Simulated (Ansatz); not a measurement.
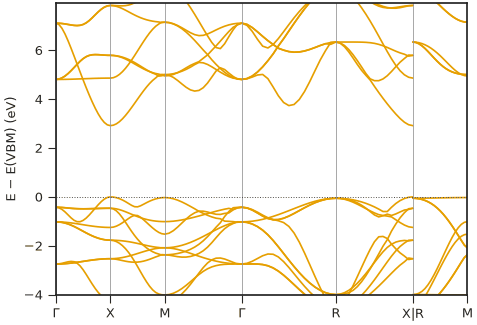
Fig. 1. Band structure from DFT-r²SCAN in the program Ansatz with PAW potentials

Q: Read off the gap and where the band edges lie.

A: About 2.9 eV (2.91 eV by a search for the band edges); maximum at X, minimum at X.

Q: Which of these materials gives this?
A. HfPbO3, cubic perovskite
B. HfSO, P2_13 (Hf on 4a, S on 4a, O on 4a)
C. MgO, CsCl type
D. RbMnF3, cubic perovskite

A: A, HfPbO3, cubic perovskite

Space group Pm-3m (cubic perovskite). The workflow started from a Materials Project entry (that database holds measured and hypothetical structures alike); the Crystallography Open Database copy checked does not list it. COD files the formula under space group No. 55. Whether it is the stable phase at ambient conditions was not checked. The cell was relaxed with r²SCAN under the symmetry of its start; whether a distortion lowers the energy is not shown. No spin polarisation was allowed. Scalar-relativistic: spin–orbit coupling is off unless named, which matters more the heavier the elements.

Potentials: the later of the program's two PAW sets.
